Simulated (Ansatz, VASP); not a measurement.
# Cross-check of Ba2GaIr4O12 between VASP and Ansatz

One calculation is typed for both programs; each brings its own data sets and cutoff. How far apart do they land? The structure shown is the end of the VASP relaxation below.

Program: Ansatz 0.2.0. Level of theory: plane waves, with VASP 6.6.1 beside it; single point at LDA. Results are calculated unless marked as measured.

**1. Set-up**

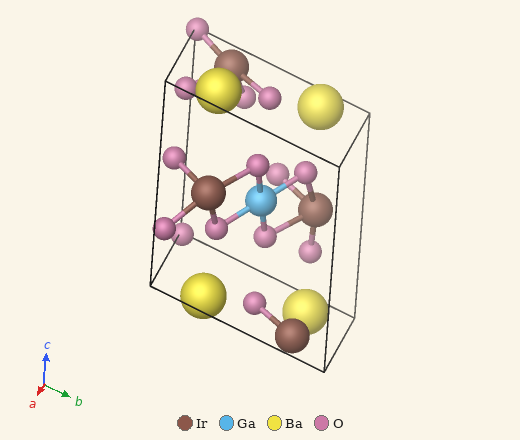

Start, viewed slightly off an axis; iridium brown, gallium blue, barium yellow, oxygen pink. Bonds to atoms that aren't drawn are left out. Some periodic images of atoms are drawn too.

The cell holds 19 atoms: 4 Ir, 1 Ga, 2 Ba and 12 O. Its edges and angles: a = 6.916 Å, b = 6.916 Å, c = 6.916 Å, α = 109.5°, β = 109.5°, γ = 109.5°. It derives from BaIrO3. Nearest the centre at fractional (0.250, 0.250, 0.500): Ga5 at 0.06 Å, O12 at 1.88 Å, O16 at 1.88 Å, O18 at 1.88 Å, O15 at 1.88 Å, Ir3 at 2.96 Å, Ir1 at 2.96 Å, Ir4 at 2.96 Å.

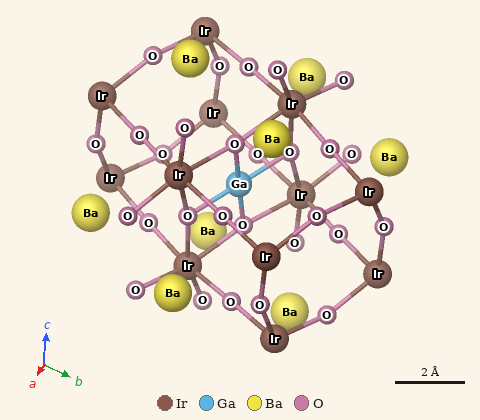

The atoms within 5 Å of the centre.

**2. VASP: relaxation, LDA**

This run makes the geometry at which the two programs are then compared.

Lines of VASP's logs that name or quote its potential files are left out, and so is its time.

INCAR

```
SYSTEM = Ba2GaIr4O12
PREC = Normal
ENCUT = 400
EDIFF = 1E-05
NELM = 120
ISMEAR = 1
SIGMA = 0.15
LREAL = Auto
ALGO = Fast
GGA = CA
NBANDS = 84
LORBIT = 11
LWAVE = .FALSE.
LCHARG = .FALSE.
KPAR = 3
IBRION = 2
NSW = 60
ISIF = 2
EDIFFG = -0.05
POTIM = 0.25
MAXMIX = 40
ISYM = 0
```

POSCAR

```
Ba2GaIr4O12
1.0
   -3.9927422025      3.9927422025      3.9927422025
    3.9927422025     -3.9927422025      3.9927422025
    3.9927422025      3.9927422025     -3.9927422025
Ir Ga Ba O
4 1 2 12
Direct
    0.9923568668      0.9930346317      0.9795516753
    0.5134518847      0.5142270664      0.0220273885
    0.5136355439      0.9927738851      0.5010028766
    0.9915581394      0.5137950956      0.5015059723
    0.3132119584      0.3148587631      0.5013657795
    0.0153629782      0.5147124275      0.0012052489
    0.5142560722      0.0145504297      0.0004375588
    0.2921499147      0.2868396656      0.0707708858
    0.7146712414      0.7195889561      0.9268414163
    0.7157784709      0.2867845712      0.4946843993
    0.2939325886      0.7192751370      0.5050560771
    0.2436237741      0.0144757321      0.2707444637
    0.7840321989      0.5141680711      0.2297646613
    0.7868367361      0.0558926871      0.7693951873
    0.2430382979      0.4749753781      0.7320380830
    0.0136337370      0.2473604496      0.2686087699
    0.5065285377      0.7809054055      0.2277745232
    0.4782717032      0.2467937115      0.7337537791
    0.0543304486      0.7821266881      0.7741974169
```

KPOINTS

```
Automatic mesh
0
Gamma
3 3 3
0 0 0
```

Potentials, in the order of the species: Ir, Ga, Ba_sv and O (LDA family, release 64).

Launch:

```sh
$ mpirun -np 3 vasp_std
```

Numbers of over 12 decimals in the logs are rounded to 6 here.

What it wrote:

```text
[banner, memory and clock lines left out]
running    3 mpi-ranks, on    1 nodes
 distrk:  each k-point on    1 cores,    3 groups
 distr:  one band on    1 cores,    1 groups

 POSCAR found type information on POSCAR IrGaBaO
 POSCAR found :  4 types and      19 ions
 LDA part: xc-table for (Slater(with rela. corr.)+CA(PZ))
 , standard interpolation
 POSCAR, INCAR and KPOINTS ok, starting setup
 FFT: planning ... GRIDC
 FFT: planning ... GRID_SOFT
 FFT: planning ... GRID
 WAVECAR not read
 entering main loop
       N       E                     dE             d eps       ncg     rms          rms(c)
DAV:   1     0.107344461975E+04    0.10734E+04   -0.55124E+04  2360   0.122E+03
DAV:   2    -0.270688803470E+02   -0.11005E+04   -0.10326E+04  2484   0.357E+02
DAV:   3    -0.162383805540E+03   -0.13531E+03   -0.13066E+03  3008   0.133E+02
DAV:   4    -0.168924605915E+03   -0.65408E+01   -0.64663E+01  3376   0.290E+01
DAV:   5    -0.169186484420E+03   -0.26188E+00   -0.26152E+00  3568   0.494E+00    0.674E+01
RMM:   6    -0.142603435334E+03    0.26583E+02   -0.11437E+02  2413   0.376E+01    0.545E+01
RMM:   7    -0.140677255797E+03    0.19262E+01   -0.16077E+01  2399   0.194E+01    0.156E+01
RMM:   8    -0.141037357007E+03   -0.36010E+00   -0.87921E+00  2796   0.727E+00    0.130E+01
RMM:   9    -0.140700561921E+03    0.33680E+00   -0.16144E+00  2497   0.426E+00    0.118E+01
RMM:  10    -0.140378502540E+03    0.32206E+00   -0.80283E-01  2573   0.335E+00    0.479E+00
RMM:  11    -0.140300942042E+03    0.77560E-01   -0.30077E-01  2651   0.185E+00    0.276E+00
RMM:  12    -0.140286035244E+03    0.14907E-01   -0.75231E-02  2830   0.949E-01    0.188E+00
RMM:  13    -0.140269862936E+03    0.16172E-01   -0.29797E-02  2912   0.507E-01    0.650E-01
RMM:  14    -0.140269041186E+03    0.82175E-03   -0.16208E-02  2978   0.335E-01    0.574E-01
RMM:  15    -0.140269890200E+03   -0.84901E-03   -0.92484E-03  3011   0.266E-01    0.544E-01
RMM:  16    -0.140268864266E+03    0.10259E-02   -0.28123E-03  2893   0.151E-01    0.218E-01
RMM:  17    -0.140268667765E+03    0.19650E-03   -0.20860E-03  2867   0.118E-01    0.108E-01
RMM:  18    -0.140268726279E+03   -0.58514E-04   -0.93135E-04  3031   0.707E-02    0.492E-02
RMM:  19    -0.140268758865E+03   -0.32586E-04   -0.47720E-04  2656   0.364E-02    0.235E-02
RMM:  20    -0.140268781463E+03   -0.22598E-04   -0.25733E-04  2145   0.256E-02    0.116E-02
RMM:  21    -0.140268798643E+03   -0.17179E-04   -0.18230E-04  1953   0.184E-02    0.462E-03
RMM:  22    -0.140268807723E+03   -0.90808E-05   -0.98643E-05  1899   0.145E-02
   1 F= -.14026881E+03 E0= -.14026872E+03  d E =-.140269E+03
[... from here on, the cycles between the ionic steps are left out ...]
   2 F= -.14027141E+03 E0= -.14027136E+03  d E =-.260035E-02
   3 F= -.14027369E+03 E0= -.14027370E+03  d E =-.487852E-02
  49 F= -.14054816E+03 E0= -.14054624E+03  d E =-.110371E-01
  50 F= -.14055333E+03 E0= -.14055146E+03  d E =-.517200E-02
  51 F= -.14055652E+03 E0= -.14055470E+03  d E =-.835712E-02
  52 F= -.14056156E+03 E0= -.14055964E+03  d E =-.504367E-02
  53 F= -.14056260E+03 E0= -.14056062E+03  d E =-.608166E-02
  54 F= -.14056546E+03 E0= -.14056344E+03  d E =-.286222E-02
  55 F= -.14056561E+03 E0= -.14056359E+03  d E =-.301356E-02
  56 F= -.14056705E+03 E0= -.14056513E+03  d E =-.143583E-02
  57 F= -.14056718E+03 E0= -.14056529E+03  d E =-.156744E-02
 curvature:  -2.93 expect dE=-0.205E-02 dE for cont linesearch -0.145E-07
 trial: gam= 0.49399 g(F)=  0.698E-03 g(S)=  0.000E+00 ort = 0.438E-05 (trialstep = 0.172E+01)
 search vector abs. value=  0.165E-02
 bond charge predicted
       N       E                     dE             d eps       ncg     rms          rms(c)
DAV:   1    -0.140566852409E+03    0.32081E-03   -0.57635E-01  2368   0.291E+00    0.144E-01
RMM:   2    -0.140567793336E+03   -0.94093E-03   -0.10438E-02  2352   0.437E-01    0.138E-01
RMM:   3    -0.140567964145E+03   -0.17081E-03   -0.16482E-03  2653   0.177E-01    0.120E-01
RMM:   4    -0.140567980665E+03   -0.16520E-04   -0.28734E-04  2759   0.667E-02    0.104E-01
RMM:   5    -0.140567987492E+03   -0.68266E-05   -0.68890E-05  2186   0.305E-02
  58 F= -.14056799E+03 E0= -.14056605E+03  d E =-.808576E-03
 trial-energy change:   -0.000809  1 .order   -0.000729   -0.001206   -0.000252
 step:   2.0119(harm=  2.1795)  dis= 0.00457  next Energy=  -140.568009 (dE=-0.830E-03)
 reached required accuracy - stopping structural energy minimisation
```

From OUTCAR (step 2):

```text
ion  position               nearest neighbor table
   1  0.992  0.993  0.980-  19 1.94  14 1.94   9 2.01   8 2.07  12 2.10  16 2.10   5 2.99   7 3.41
                             6 3.41   6 3.51   7 3.51
   2  0.513  0.514  0.022-  13 1.94  17 1.94   8 2.01   9 2.07  18 2.09  15 2.10   5 2.98   6 3.40
                             7 3.41   7 3.51   6 3.52
   3  0.514  0.993  0.501-  17 1.94  14 1.94  11 2.01  10 2.07  18 2.10  12 2.10   5 2.99   7 3.41
                             6 3.41   6 3.52   7 3.52
   4  0.992  0.514  0.502-  19 1.94  13 1.95  10 2.00  11 2.09  16 2.09  15 2.09   5 2.98   6 3.40
                             7 3.41   7 3.51   6 3.52
   5  0.313  0.315  0.501-  15 1.92  12 1.92  16 1.93  18 1.94   2 2.98   4 2.98   1 2.99   3 2.99

 Found     14 irreducible k-points:

   k-points           NKPTS =     14   k-points in BZ     NKDIM =     14   number of bands    NBANDS=     84

   dimension x,y,z NGX =    36 NGY =   36 NGZ =   36
   dimension x,y,z NGXF=    72 NGYF=   72 NGZF=   72

   ENCUT  =  400.0 eV  29.40 Ry    5.42 a.u.  11.28 11.28 11.28*2*pi/ulx,y,z

   NELECT =     131.0000    total number of electrons

 k-points in reciprocal lattice and weights: Automatic mesh
   0.00000000  0.00000000  0.00000000       0.037
   0.33333333  0.00000000  0.00000000       0.074
   0.00000000  0.33333333  0.00000000       0.074
   0.00000000  0.00000000  0.33333333       0.074
   0.33333333  0.00000000 -0.33333333       0.074
   0.33333333 -0.33333333  0.00000000       0.074
   0.00000000  0.33333333 -0.33333333       0.074
   0.33333333  0.33333333  0.00000000       0.074
   0.00000000  0.33333333  0.33333333       0.074
[...]
0.33333333 -0.33333333  0.33333333       0.074
   0.33333333  0.33333333 -0.33333333       0.074

 average (electrostatic) potential at core
       1 -56.2120       2 -56.2204       3 -56.2143       4 -56.2126       5 -16.4191
       6 -33.1868       7 -33.1974       8 -72.9674       9 -72.9787      10 -72.9683
      11 -72.9747      12 -72.9962      13 -73.2842      14 -73.2799      15 -72.9892
      16 -72.9980      17 -73.2786      18 -72.9997      19 -73.2823

 E-fermi :   3.6658

 k-point     1 :       0.0000    0.0000    0.0000
  band No.  band energies     occupation
    ...
     62       3.2491      2.00061
     63       3.4044      2.03346
     64       3.4179      2.04130
     65       3.4216      2.04354
     66       3.5166      2.04921
     67       3.9694     -0.01480
     68       4.1133     -0.00020
     69       4.2911     -0.00000
     70       4.3533     -0.00000
     71       4.5129     -0.00000
    ...

 k-point     2 :       0.3333    0.0000    0.0000
  band No.  band energies     occupation
    ...
     63       3.3520      2.01173
     64       3.3610      2.01438
     65       3.5607      1.92014
     66       3.5893      1.75147
     67       3.6767      0.87794
     68       4.0206     -0.00415
     69       4.4238     -0.00000
     70       4.7576     -0.00000
     71       5.4976     -0.00000
     72       5.7933     -0.00000
    ...

 k-point     3 :       0.0000    0.3333    0.0000
  band No.  band energies     occupation
    ...
     63       3.3530      2.01202
     64       3.3594      2.01389
     65       3.5580      1.93274
     66       3.5878      1.76212
     67       3.6781      0.86255
     68       4.0189     -0.00434
     69       4.4276     -0.00000
     70       4.7613     -0.00000
     71       5.4974     -0.00000
     72       5.7925     -0.00000
    ...

  Total       -7.6984534     -7.6222247    -27.6712454     -0.0214677     -0.0025488     -0.0102500
  in kB      -48.4440302    -47.9643463   -174.1267465     -0.1350898     -0.0160391     -0.0645004
  external PRESSURE =     -90.1783743 kB  Pullay stress =       0.0000000 kB

  energy-cutoff  :      400.00
  volume of cell :      254.61
      direct lattice vectors                 reciprocal lattice vectors
    -3.992742203  3.992742203  3.992742203     0.000000000  0.125227218  0.125227218
     3.992742203 -3.992742203  3.992742203     0.125227218  0.000000000  0.125227218
     3.992742203  3.992742203 -3.992742203     0.125227218  0.125227218  0.000000000

 POSITION                                       TOTAL-FORCE (eV/Angst)
 -----------------------------------------------------------------------------------
      3.90222      3.89750     -3.89086        -0.031345      0.011695      0.025197
      0.09801      0.09509      4.09669         0.009640     -0.000596      0.016016
     -0.09054      4.08789      0.10351        -0.011476      0.028678      0.012251
      4.09121     -0.09406      0.10587         0.000424     -0.017117      0.004261
      1.99963      1.99640      0.05936         0.032925      0.007185      0.007443
      1.99871     -1.99412      2.10536        -0.001357     -0.016095     -0.000354
     -1.98847      1.99752      2.10506        -0.017926     -0.002483     -0.020742
      0.01892      0.02150      2.09807        -0.006187      0.003221     -0.031100
      3.98034      3.96942      2.09646         0.003453      0.004125     -0.000559
      0.02597      3.96870      2.09674        -0.015370     -0.005804      0.004340
      3.97049      0.03524      2.09685         0.017854     -0.022444     -0.020278
      0.12026      1.99747      0.04994         0.009215     -0.003506      0.041411
     -0.28608      1.99624      4.10955        -0.003261      0.024826     -0.004075
      0.29487      5.98946      0.11348         0.010452     -0.007029      0.006077
      3.87998      1.99737      0.06124        -0.029966     -0.003403      0.012787
      1.99930      0.11908      0.08157         0.007090     -0.007994     -0.017390
      1.99974     -0.28717      4.10627         0.011745     -0.016024     -0.004879
      1.99997      3.87446      0.07715        -0.004583      0.000095     -0.004812
      5.99249      0.28728      0.11637         0.018673      0.022669     -0.025597
 -----------------------------------------------------------------------------------
    total drift:                                0.009353     -0.001653      0.015384

  FREE ENERGIE OF THE ION-ELECTRON SYSTEM (eV)
  ---------------------------------------------------
  free  energy   TOTEN  =      -140.5679874918 eV

  energy  without entropy=     -140.5621692914  energy(sigma->0) =     -140.56604809

 reached required accuracy - stopping structural energy minimisation

 total charge
# of ion       s       p       d       tot
------------------------------------------
    1        0.586   0.776   6.818   8.180
    2        0.586   0.778   6.820   8.184
    3        0.586   0.777   6.819   8.182
    4        0.586   0.776   6.819   8.180
    5        1.009   1.289   0.486   2.784
    6        2.003   5.635   0.360   7.998
    7        2.003   5.634   0.360   7.998
    8        1.568   3.398   0.000   4.966
    9        1.568   3.399   0.000   4.967
   10        1.568   3.398   0.000   4.966
   11        1.568   3.399   0.000   4.967
   12        1.572   3.449   0.000   5.021
   13        1.577   3.444   0.000   5.020
   14        1.577   3.444   0.000   5.021
   15        1.572   3.449   0.000   5.021
   16        1.572   3.449   0.000   5.021
   17        1.576   3.444   0.000   5.021
   18        1.572   3.449   0.000   5.021
   19        1.576   3.444   0.000   5.021
--------------------------------------------------
tot         26.224  56.830  28.483 111.537

[... 3 further parts left out ...]
```

CONTCAR:

```
Ba2GaIr4O12
   1.00000000000000
    -3.9927422025000001    3.9927422025000001    3.9927422025000001
     3.9927422025000001   -3.9927422025000001    3.9927422025000001
     3.9927422025000001    3.9927422025000001   -3.9927422025000001
  Ir              Ga              Ba              O
     4     1     2    12
Direct
     0.0008303654586319    0.0014222073385601    0.9767369372529966
     0.5249251727990267    0.5252898598759511    0.0241816093437902
     0.5248781386840975    0.0016251662782680    0.5005776597665620
     0.0014785853901094    0.5255883631755452    0.5005511141421233
     0.2574372211927937    0.2578413452291246    0.5004123587013557
     0.0139304289259712    0.5139414651149475    0.0005751504555431
     0.5137548747938044    0.0146009083070917    0.0011339151274378
     0.2654275141456492    0.2651046102108293    0.0050610871814877
     0.7596136437314094    0.7609808712839393    0.9955256582798361
     0.7595582123861798    0.2658210280200308    0.5002407555132106
     0.2669964182771918    0.7597960937342072    0.5016268556757900
     0.2563918122252913    0.0213133503126395    0.2651977010514026
     0.7646116489070683    0.4788026468315394    0.2141589700397106
     0.7642543242894043    0.0511367357276259    0.7869683948782279
     0.2577940205583404    0.4935477103365215    0.7360033467461162
     0.0251268855988015    0.2605808064176903    0.2652785987369526
     0.4782556384849089    0.7646384516197788    0.2144597698081053
     0.4948488888222271    0.2601118055482044    0.7356388963978427
     0.0505472980290824    0.7649953267375000    0.7863973837015054
```

(Continued in part 2 of 2.)

[Lines on the potential files, build, host, timing and source positions are cut from VASP's logs without a mark.]

[Logs are printed without paths, hosts, clocks, repeated set-up lines and the standing remarks that a program may print on its own settings, such as how far it seeks lower states.]

[Hosts, paths, dates, database ids (printed as entryN), source tags and the programs' standing remarks are cut or masked in the printed files.]
